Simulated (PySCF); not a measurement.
```xyz
2

Cs    0.0000    0.0000   -1.7667
Rb    0.0000    0.0000    2.7653
```

Core potentials replace the inner electrons of Cs and Rb.

Method: PBE0/def2-SVPD, non-relativistic Hamiltonian with scalar-relativistic core potentials where named, at a bond length of 4.532 Å in PySCF 2.14.0.

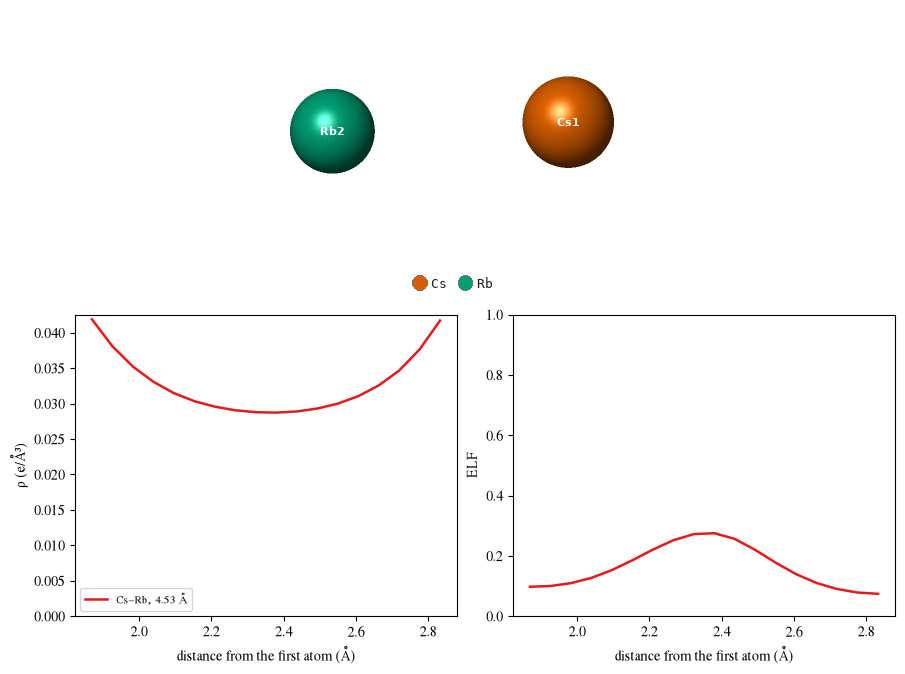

CsRb. Electron density and electron localisation function along straight lines between neighbouring atoms. The curves leave out the atomic cores. The structure is drawn too.

**What can be read from the curves?**

Cs–Rb (4.53 Å): ρ is about 0.03 e/Å³ halfway; the ELF is about 0.25 at the midpoint.
